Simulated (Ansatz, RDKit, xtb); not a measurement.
# Isomers of GeSiH5SBr, a sample narrowed down

Which of a sample of isomers of GeSiH5SBr is the most stable in the gas at 298.15 K, and what are its properties? The sample is small against all isomers, and the most stable one of this formula need not be in it.

The funnel: GFN2-xTB relaxations, single points with a density functional, relaxations at B3LYP/def2-SVP, harmonic vibrations (at GFN2-xTB), and a last energy at a higher level. All values are calculated.

### 1 Possible bonding patterns

Isomers were taken from a list of plausible structures; this is a sample, not all of them. That gives 4 candidates.

| label | SMILES | spin |
| --- | --- | --- |
| c133 | S[Si@@H]([GeH3])Br | singlet |
| c174 | [SH][GeH2][SiH2]Br | singlet |
| c597 | S[SiH2][GeH2][Br] | singlet |
| c652 | [SiH3][Ge@@H]([SH])[Br] | singlet |

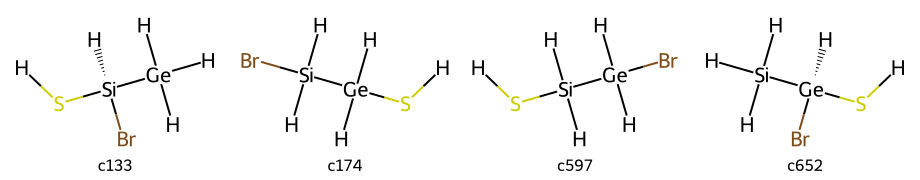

Structural formulas of the candidates.

Candidates are built by distance geometry, with a force field where one applies, in up to four conformers (letters a to d).

**Question.** With final energies at CCSD(T)/def2-SVP + MP2/def2-TZVPP - MP2/def2-SVP, which structure will this search put lowest in free energy, and by what margin?

| quantity | value |
| --- | --- |
| lowest structure found | S[Si@@H]([GeH3])Br, singlet |
| next finalist | [SiH3][Ge@@H]([SH])[Br], singlet, 1.7 kcal/mol higher in G |
| share at equilibrium, among the finalists | 92.6 % |

The search ends on `S[Si@@H]([GeH3])Br`. The margin, 1.7 kcal/mol, is modest. HF/STO-3G, r2SCAN-D4/def2-SVP, B3LYP/def2-SVP and MP2/def2-SVP already put its bonding pattern lowest among the structures in one piece; GFN2-xTB favours the singlet [SiH3][Ge@@H]([SH])[Br]; HF/def2-SVP favours the singlet S[SiH2][GeH2][Br]. Lowest found is not proven lowest: the search is finite, and each finalist counts with one conformer. Only 4 drawn patterns were tried, so whole families of isomers are missing, and the result ranks this sample alone. The lowest isomer need not be the one that is made and kept in a bottle, which depends on barriers.
